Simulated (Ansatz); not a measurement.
**Run report: C2H7Ga, geometry relaxation (part 1 of 2)**

System: C2H7Ga.
Method: RKS r2SCAN-D4/def2-SVP (Ansatz 0.2.0).

The geometry: GFN2-xTB start. Figures and captions count atoms from 1; the log counts them from 0 in places.

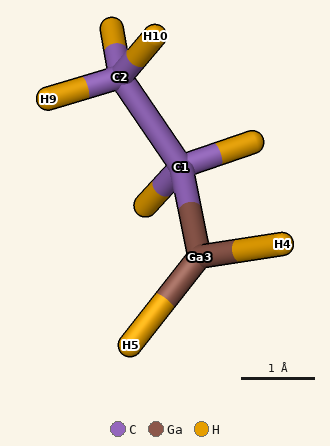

Fig. 1: The structure as given in the input (stick view, seen at an oblique angle; atoms are numbered from 1 in the order of the input). Sticks mark near contacts. Bond lengths as drawn: C–C 1.54 Å, C–Ga 2.04 Å, C–H 1.09 to 1.10 Å and Ga–H 1.59 Å.

**Input**
```yaml
crystal:
  periodic: [false, false, false]
  atoms:
    - {symbol: C, position_ang: [-0.268070, -0.361100, 0.577040]}
    - {symbol: C, position_ang: [-0.442860, -0.910150, -0.849860]}
    - {symbol: Ga, position_ang: [0.755360, 1.402270, 0.582720]}
    - {symbol: H, position_ang: [2.338680, 1.511270, 0.581650]}
    - {symbol: H, position_ang: [0.069900, 2.832330, 0.518890]}
    - {symbol: H, position_ang: [-1.258510, -0.225860, 1.033520]}
    - {symbol: H, position_ang: [0.262960, -1.108690, 1.182790]}
    - {symbol: H, position_ang: [-0.981670, -1.858450, -0.837480]}
    - {symbol: H, position_ang: [-1.003620, -0.206640, -1.468030]}
    - {symbol: H, position_ang: [0.527830, -1.074970, -1.321250]}
basis:
  gaussian: {orbitals: def2-SVP}
hamiltonian: {xc: r2scan, dispersion: d4}
scf: {omitted_lower_state_checks: [starts]}
output: {orbitals: {seedname: orbitals}}
relax: {f_tol: 0.02, max_steps: 100}
```

Machine: 2 threads of Intel Xeon, 54 GiB of memory available, shared host.

Command:
```bash
ansatz run in.yaml --threads 2 --pin off --events-out ev --progress --plain --max-ram 4352MiB
```

**What the program printed**
```
Functional definition: r2SCAN
  name "r2SCAN"
  cite "Furness, Kaplan, Ning, Perdew & Sun, J. Phys. Chem. Lett. 11, 8208 (2020) doi:10.1021/acs.jpclett.0c02405"
  cite "Furness, Kaplan, Ning, Perdew & Sun, J. Phys. Chem. Lett. 11, 9248 (2020) doi:10.1021/acs.jpclett.0c03077"
  parent r2scan
  parameter k0 = 0.174
  parameter k1 = 0.065
  parameter a1 = 4.9479
  exchange = r2scan_x(k0 = k0, k1 = k1, a1 = a1)
  correlation = r2scan_c
these checks for a lower state are left out or cut short: starts
1077 factors; their error is unknown
mean field evaluation 1: about -54547.1173 eV, gradient 6.0e1 eV
mean field evaluation 2: about -54522.8089 eV, gradient 1.1e2 eV
mean field evaluation 4: about -54555.5652 eV, gradient 3.7e0 eV
mean field evaluation 8: about -54555.6087 eV, gradient 2.0e-1 eV
mean field evaluation 16: about -54555.5626 eV, gradient 5.6e-5 eV
mean field -54555.56256490 eV, -2004.8799451717 hartree, gradient 5.6e-5 eV, S^2 0.000000; 0 other end points of the search recorded, 0 dependent functions left out
the calculation of the forces begins
reference -54555.56257693 eV, -2004.8799456136 hartree; 25, 25 occupied and 70, 70 virtual orbitals, 1077 factors
relax step   1: F+E_penalty+E_count = -54555.60110149 eV  Δ(F+E_penalty+E_count) = +0.000e0 eV  max|allowed force component| = 5.373e-1 eV/Å  Δτ_max = 0.0000 Å  (26 SCF iters, accepted)
these checks for a lower state are left out or cut short: starts, cluster_reference, orbital_swaps, neighbouring_geometries, increment
1077 factors; their error is unknown
mean field -54555.62333795 eV, -2004.8821785400 hartree, gradient 1.2e-5 eV, S^2 0.000000; 0 other end points of the search recorded, 0 dependent functions left out
[... from here on the field's lines of each further geometry are left out, up to the last ...]
relax step   2: F+E_penalty+E_count = -54555.66222823 eV  Δ(F+E_penalty+E_count) = -6.113e-2 eV  max|allowed force component| = 3.065e-1 eV/Å  Δτ_max = 0.1404 Å  (28 SCF iters, accepted)
relax step   3: F+E_penalty+E_count = -54555.66937456 eV  Δ(F+E_penalty+E_count) = -7.146e-3 eV  max|allowed force component| = 9.887e-2 eV/Å  Δτ_max = 0.0222 Å  (30 SCF iters, accepted)
relax step   4: F+E_penalty+E_count = -54555.67008194 eV  Δ(F+E_penalty+E_count) = -7.074e-4 eV  max|allowed force component| = 1.886e-2 eV/Å  Δτ_max = 0.0322 Å  (29 SCF iters, accepted)
relax step   5: F+E_penalty+E_count = -54555.67022848 eV  Δ(F+E_penalty+E_count) = -1.465e-4 eV  max|allowed force component| = 2.678e-2 eV/Å  Δτ_max = 0.0230 Å  (30 SCF iters, accepted)
relax step   6: F+E_penalty+E_count = -54555.67049145 eV  Δ(F+E_penalty+E_count) = -2.630e-4 eV  max|allowed force component| = 6.062e-2 eV/Å  Δτ_max = 0.0571 Å  (29 SCF iters, accepted)
relax step   7: F+E_penalty+E_count = -54555.67032216 eV  Δ(F+E_penalty+E_count) = +1.693e-4 eV  max|allowed force component| = 1.181e-1 eV/Å  Δτ_max = 0.1123 Å  (27 SCF iters, rejected (line search))
relax step   8: F+E_penalty+E_count = -54555.67099031 eV  Δ(F+E_penalty+E_count) = -4.989e-4 eV  max|allowed force component| = 5.155e-2 eV/Å  Δτ_max = 0.0558 Å  (29 SCF iters, accepted)
relax step   9: F+E_penalty+E_count = -54555.67167076 eV  Δ(F+E_penalty+E_count) = -6.804e-4 eV  max|allowed force component| = 1.010e-1 eV/Å  Δτ_max = 0.0964 Å  (27 SCF iters, accepted)
relax step  10: F+E_penalty+E_count = -54555.67126732 eV  Δ(F+E_penalty+E_count) = +4.034e-4 eV  max|allowed force component| = 1.711e-1 eV/Å  Δτ_max = 0.0914 Å  (27 SCF iters, rejected (line search))
relax step  11: F+E_penalty+E_count = -54555.67308240 eV  Δ(F+E_penalty+E_count) = -1.412e-3 eV  max|allowed force component| = 8.517e-2 eV/Å  Δτ_max = 0.0453 Å  (28 SCF iters, accepted)
relax step  12: F+E_penalty+E_count = -54555.67512799 eV  Δ(F+E_penalty+E_count) = -2.046e-3 eV  max|allowed force component| = 6.994e-2 eV/Å  Δτ_max = 0.0747 Å  (28 SCF iters, accepted)
relax step  13: F+E_penalty+E_count = -54555.67803882 eV  Δ(F+E_penalty+E_count) = -2.911e-3 eV  max|allowed force component| = 8.815e-2 eV/Å  Δτ_max = 0.1071 Å  (28 SCF iters, accepted)
relax step  14: F+E_penalty+E_count = -54555.68079757 eV  Δ(F+E_penalty+E_count) = -2.759e-3 eV  max|allowed force component| = 2.172e-1 eV/Å  Δτ_max = 0.1645 Å  (28 SCF iters, accepted)
relax step  15: F+E_penalty+E_count = -54555.68350304 eV  Δ(F+E_penalty+E_count) = -2.705e-3 eV  max|allowed force component| = 2.020e-1 eV/Å  Δτ_max = 0.0687 Å  (29 SCF iters, accepted)
relax step  16: F+E_penalty+E_count = -54555.68952302 eV  Δ(F+E_penalty+E_count) = -6.020e-3 eV  max|allowed force component| = 2.484e-1 eV/Å  Δτ_max = 0.1896 Å  (27 SCF iters, accepted)
relax step  17: F+E_penalty+E_count = -54555.69406895 eV  Δ(F+E_penalty+E_count) = -4.546e-3 eV  max|allowed force component| = 2.080e-1 eV/Å  Δτ_max = 0.1132 Å  (27 SCF iters, accepted)
relax step  18: F+E_penalty+E_count = -54555.69978121 eV  Δ(F+E_penalty+E_count) = -5.712e-3 eV  max|allowed force component| = 1.631e-1 eV/Å  Δτ_max = 0.1141 Å  (28 SCF iters, accepted)
relax step  19: F+E_penalty+E_count = -54555.70508882 eV  Δ(F+E_penalty+E_count) = -5.308e-3 eV  max|allowed force component| = 1.733e-1 eV/Å  Δτ_max = 0.1257 Å  (27 SCF iters, accepted)
relax step  20: F+E_penalty+E_count = -54555.70823711 eV  Δ(F+E_penalty+E_count) = -3.148e-3 eV  max|allowed force component| = 1.255e-1 eV/Å  Δτ_max = 0.1384 Å  (27 SCF iters, accepted)
relax step  21: F+E_penalty+E_count = -54555.71046899 eV  Δ(F+E_penalty+E_count) = -2.232e-3 eV  max|allowed force component| = 9.569e-2 eV/Å  Δτ_max = 0.0731 Å  (28 SCF iters, accepted)
relax step  22: F+E_penalty+E_count = -54555.71174618 eV  Δ(F+E_penalty+E_count) = -1.277e-3 eV  max|allowed force component| = 5.843e-2 eV/Å  Δτ_max = 0.0446 Å  (29 SCF iters, accepted)
relax step  23: F+E_penalty+E_count = -54555.71251776 eV  Δ(F+E_penalty+E_count) = -7.716e-4 eV  max|allowed force component| = 3.985e-2 eV/Å  Δτ_max = 0.0728 Å  (28 SCF iters, accepted)
relax step  24: F+E_penalty+E_count = -54555.71295031 eV  Δ(F+E_penalty+E_count) = -4.326e-4 eV  max|allowed force component| = 3.494e-2 eV/Å  Δτ_max = 0.0754 Å  (29 SCF iters, accepted)
the calculation of the forces begins
reference -54555.67428514 eV, -2004.8840508146 hartree; 25, 25 occupied and 70, 70 virtual orbitals, 1077 factors
relax step  25: F+E_penalty+E_count = -54555.71308635 eV  Δ(F+E_penalty+E_count) = -1.360e-4 eV  max|allowed force component| = 1.498e-2 eV/Å  Δτ_max = 0.0270 Å  (29 SCF iters, accepted)
```

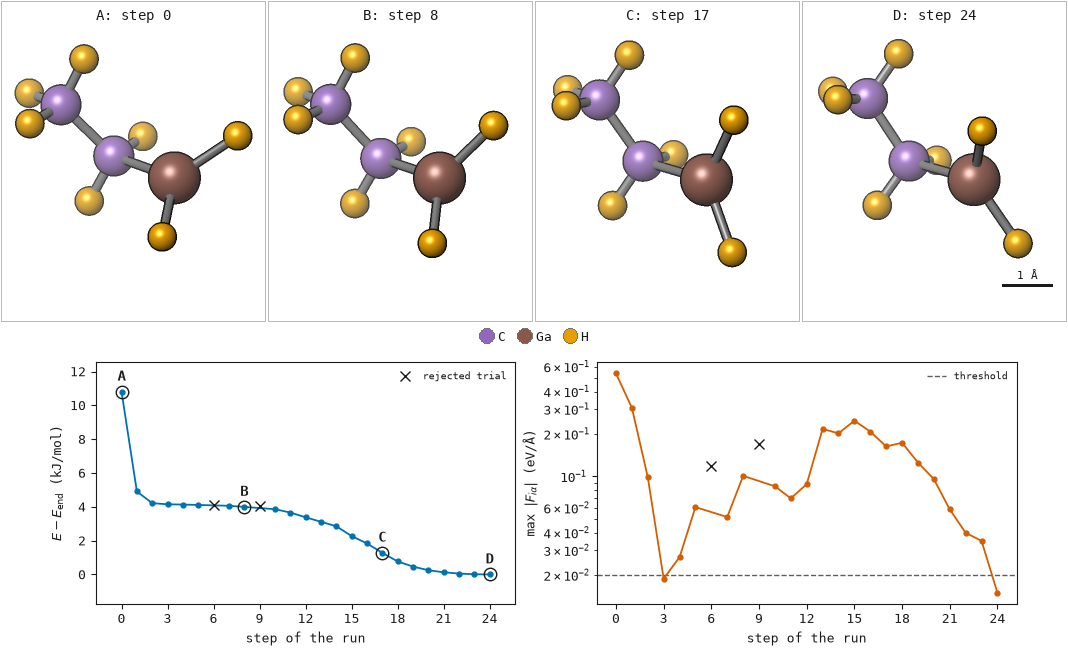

Fig. 2: Frames of the relaxation (ball-and-stick view, seen at a tilt) above the curves, on which the letters mark them (the first geometry is step 0 here and step 1 in the log).

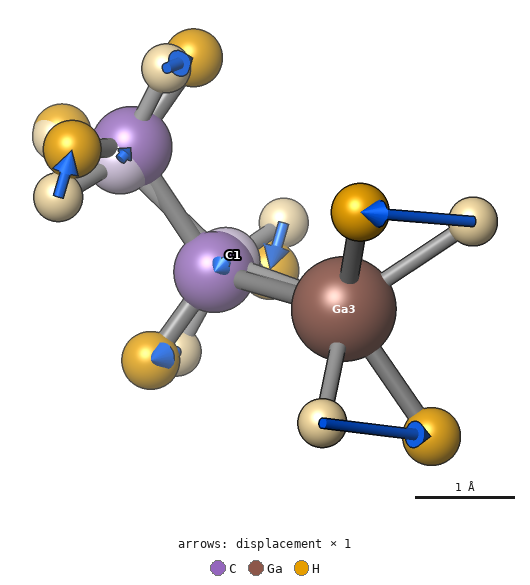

Fig. 3: Start (faint) and end (solid) with the displacements as blue arrows, at true length (ball-and-stick view, seen at a tilt). The two geometries are laid on each other by the best rigid fit. Over 24 geometry steps the energy falls by 10.8 kJ/mol. The largest force component goes from 0.54 to 0.015 eV/Å. The line search rejected the trial steps at points 6, 9 (counted from 0) and went back. The atom that moves furthest after the best rigid fit is H5 (1.55 Å). By element the largest moves are H 1.55 Å, C 0.22 Å, Ga 0.05 Å. Among the contacts that change: C1–Ga3 2.039 → 1.972 Å, Ga3–H4 1.587 → 1.572 Å, C2–H10 1.092 → 1.103 Å, C1–C2 1.539 → 1.529 Å. Among the angles that change: H4–Ga3–H5 111.7° → 119.5°, C2–C1–Ga3 111.6° → 116.6°, C1–Ga3–H5 124.2° → 119.8°. (Atoms are counted from 1 in the order of the input.)

```
these checks for a lower state are left out or cut short: starts
1077 factors; their error is unknown
mean field -54555.67427324 eV, -2004.8840503773 hartree, gradient 1.6e-5 eV, S^2 0.000000; 0 other end points of the search recorded, 0 dependent functions left out
the calculation of the forces begins
reference -54555.67428514 eV, -2004.8840508146 hartree; 25, 25 occupied and 70, 70 virtual orbitals, 1077 factors
Total energy: -54555.71309825 eV, -2004.8854771703 hartree
Atom 0 at    -0.412137    -0.180096     0.461966 Å, force    -0.014751     0.000677    -0.003990 eV/Å
Atom 1 at    -0.262592    -1.038460    -0.794364 Å, force     0.005266    -0.005171    -0.007632 eV/Å
Atom 2 at     0.700466     1.444797     0.558209 Å, force     0.000748     0.014979     0.000986 eV/Å
Atom 3 at     1.697209     1.805605    -0.603242 Å, force    -0.005409    -0.001946     0.010195 eV/Å
Atom 4 at     0.591979     2.393770     1.806366 Å, force     0.004782    -0.008793    -0.011193 eV/Å
Atom 5 at    -1.462392     0.144091     0.598593 Å, force     0.011433    -0.002989    -0.000821 eV/Å
Atom 6 at    -0.192394    -0.769107     1.373477 Å, force     0.002871    -0.001562     0.002342 eV/Å
Atom 7 at    -0.911138    -1.931462    -0.768394 Å, force     0.005017     0.006498    -0.001478 eV/Å
Atom 8 at    -0.522149    -0.475868    -1.706447 Å, force     0.003998    -0.005200     0.009047 eV/Å
Atom 9 at     0.773147    -1.393261    -0.926173 Å, force    -0.013955     0.003507     0.002544 eV/Å
Dipole moment:    -0.096167    -0.133967     0.001028 e Å
Checks for a lower state left out: starts
```

**Trajectory as extended XYZ (Å, eV, eV/Å), 25 frames, from step=1 to step=25**
```
10
Properties=species:S:1:pos:R:3:forces:R:3 step=1 energy=-54555.60110
C    -0.2681   -0.3611    0.5770    0.3204   0.5265  -0.2037
C    -0.4429   -0.9102   -0.8499    0.1989   0.4366   0.5373
Ga    0.7554    1.4023    0.5827   -0.1556  -0.2519   0.0329
H     2.3387    1.5113    0.5817   -0.1533  -0.2441   0.0008
H     0.0699    2.8323    0.5189   -0.1308  -0.2523   0.0035
H    -1.2585   -0.2259    1.0335   -0.0845   0.1295   0.1321
H     0.2630   -1.1087    1.1828    0.1443   0.0075   0.1624
H    -0.9817   -1.8584   -0.8375   -0.1936  -0.3477  -0.0784
H    -1.0036   -0.2066   -1.4680   -0.2072   0.1315  -0.3166
H     0.5278   -1.0750   -1.3213    0.2615  -0.1357  -0.2701
10
Properties=species:S:1:pos:R:3:forces:R:3 step=2 energy=-54555.66223
C    -0.2484   -0.3272    0.5758    0.1443   0.2547  -0.0483
C    -0.4276   -0.8840   -0.8489    0.0329   0.0985   0.3065
Ga    0.7497    1.3955    0.5834   -0.0579  -0.1115  -0.0656
H     2.3315    1.3711    0.5794   -0.1495   0.0705   0.0067
H    -0.0467    2.7603    0.5157    0.1348  -0.0920   0.0177
H    -1.2289   -0.1636    1.0531   -0.0442  -0.0558  -0.0162
H     0.3034   -1.0472    1.2034   -0.0194  -0.0651  -0.0142
H    -0.9732   -1.8382   -0.8303   -0.0645  -0.1214  -0.0644
H    -0.9977   -0.1960   -1.4901   -0.0562   0.0498  -0.0688
H     0.5379   -1.0706   -1.3415    0.0797  -0.0276  -0.0535
10
Properties=species:S:1:pos:R:3:forces:R:3 step=3 energy=-54555.66937
C    -0.2485   -0.3255    0.5800    0.0385   0.0684  -0.0200
C    -0.4267   -0.8819   -0.8428    0.0103   0.0303   0.0989
Ga    0.7454    1.3881    0.5757   -0.0269  -0.0433   0.0077
H     2.3186    1.3877    0.5752   -0.0227   0.0125  -0.0086
H    -0.0246    2.7582    0.5148    0.0245  -0.0112  -0.0040
H    -1.2338   -0.1725    1.0528   -0.0041  -0.0181  -0.0041
H     0.2990   -1.0541    1.2029   -0.0112  -0.0130  -0.0042
H    -0.9738   -1.8396   -0.8350   -0.0082  -0.0176  -0.0245
H    -0.9966   -0.1920   -1.4868   -0.0101   0.0014  -0.0225
H     0.5411   -1.0683   -1.3369    0.0099  -0.0096  -0.0186
10
Properties=species:S:1:pos:R:3:forces:R:3 step=4 energy=-54555.67008
C    -0.2535   -0.3229    0.5834    0.0001  -0.0033  -0.0035
C    -0.4218   -0.8810   -0.8389    0.0098   0.0189   0.0029
Ga    0.7405    1.3857    0.5765    0.0019   0.0001  -0.0004
H     2.3121    1.3840    0.5438   -0.0016  -0.0005  -0.0043
H    -0.0171    2.7617    0.5339    0.0003   0.0002   0.0006
H    -1.2425   -0.1745    1.0494   -0.0039  -0.0023   0.0013
H     0.2895   -1.0530    1.2088   -0.0030  -0.0020   0.0003
H    -0.9682   -1.8398   -0.8385    0.0000  -0.0022  -0.0008
H    -0.9881   -0.1930   -1.4898    0.0042  -0.0079   0.0016
H     0.5492   -1.0672   -1.3287   -0.0077  -0.0008   0.0023
10
Properties=species:S:1:pos:R:3:forces:R:3 step=5 energy=-54555.67023
C    -0.2573   -0.3215    0.5854   -0.0127  -0.0204   0.0032
C    -0.4182   -0.8804   -0.8369    0.0046   0.0031  -0.0268
Ga    0.7381    1.3849    0.5760    0.0110   0.0143   0.0022
H     2.3090    1.3801    0.5214   -0.0005  -0.0038  -0.0039
H    -0.0145    2.7638    0.5490   -0.0040   0.0008   0.0019
H    -1.2487   -0.1747    1.0467   -0.0005   0.0046   0.0014
H     0.2825   -1.0520    1.2132    0.0014   0.0028   0.0014
H    -0.9641   -1.8397   -0.8401    0.0017   0.0019   0.0058
H    -0.9818   -0.1939   -1.4921    0.0052  -0.0050   0.0076
H     0.5550   -1.0667   -1.3227   -0.0062   0.0018   0.0074
10
Properties=species:S:1:pos:R:3:forces:R:3 step=6 energy=-54555.67049
C    -0.2665   -0.3184    0.5891   -0.0293  -0.0351   0.0110
C    -0.4097   -0.8800   -0.8334   -0.0031  -0.0232  -0.0606
Ga    0.7329    1.3842    0.5763    0.0306   0.0356  -0.0047
H     2.3021    1.3700    0.4656   -0.0174  -0.0055   0.0012
H    -0.0097    2.7692    0.5891   -0.0010  -0.0077   0.0077
H    -1.2633   -0.1723    1.0391    0.0072   0.0122  -0.0003
H     0.2658   -1.0485    1.2240    0.0066   0.0092   0.0020
H    -0.9546   -1.8402   -0.8430    0.0036   0.0073   0.0140
H    -0.9660   -0.1970   -1.4985    0.0057   0.0010   0.0154
H     0.5690   -1.0670   -1.3081   -0.0028   0.0061   0.0142
10
Properties=species:S:1:pos:R:3:forces:R:3 step=7 energy=-54555.67032 accepted=F
C    -0.2851   -0.3103    0.5928   -0.0533  -0.0602  -0.0143
C    -0.3932   -0.8830   -0.8282   -0.0164  -0.0643  -0.1076
Ga    0.7226    1.3852    0.5706    0.1001   0.1090   0.0315
H     2.2882    1.3501    0.3560   -0.1181   0.0037   0.0070
H     0.0008    2.7822    0.6840    0.0393  -0.0703  -0.0050
H    -1.2917   -0.1628    1.0204    0.0268   0.0230  -0.0066
H     0.2333   -1.0362    1.2448    0.0118   0.0258  -0.0020
H    -0.9362   -1.8446   -0.8461    0.0069   0.0144   0.0255
H    -0.9353   -0.2084   -1.5145    0.0160   0.0020   0.0388
H     0.5966   -1.0724   -1.2797   -0.0131   0.0170   0.0327
```
